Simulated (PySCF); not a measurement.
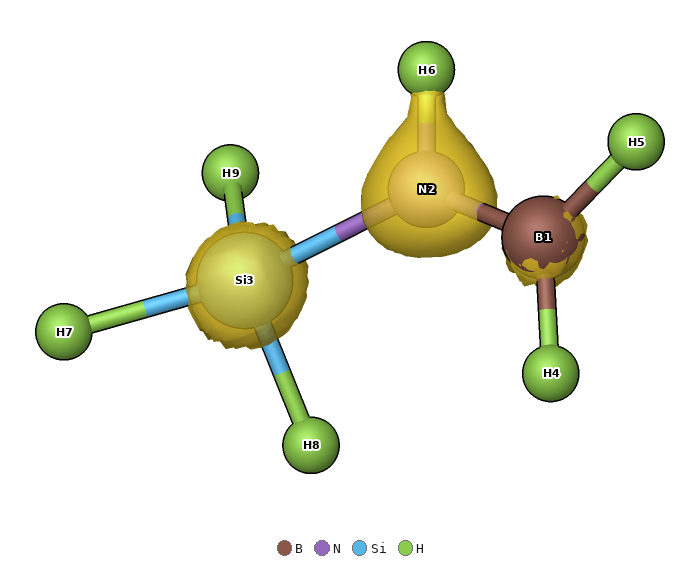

BH6NSi (SMILES [BH2-]N[SiH3]) (charge −1, doublet). Isosurface of the electron density at 2 e/Å³ (yellow), seen at a tilt.

Geometry: GFN2-xTB.

The calculation used UKS B3LYP, pcH-1 on B H N Si, non-relativistic, mean-field spin-orbit, GIAO (PySCF).

```xyz
9

B     1.6142   -0.2165   -0.2428
N     0.4605    0.3094    0.3347
Si   -1.2887   -0.0791    0.1776
H     1.5443   -0.9266   -1.1953
H     2.6955    0.0139    0.2294
H     0.6301    0.8526    1.1752
H    -2.6138   -0.8711    0.4425
H    -1.2717   -0.2858   -1.2930
H    -1.7568    1.2092    0.7737
```

How is the density connected at this value?

Answer. At this value the surface falls into eight separate pieces. It bridges the sampled N–H (1.01 Å) contacts, where the density stays above the isovalue. It is pinched off along the sampled B–N (1.39 Å), Si–N (1.80 Å) and B–H (1.19 Å) contacts. On the grid the lowest density along these lines, outside the cores, is 1.6 e/Å³ (B–N, 1.39 Å), 0.73 e/Å³ (Si–N, 1.80 Å), 2.3 e/Å³ (N–H, 1.01 Å) and 1.2 e/Å³ (B–H, 1.19 Å).
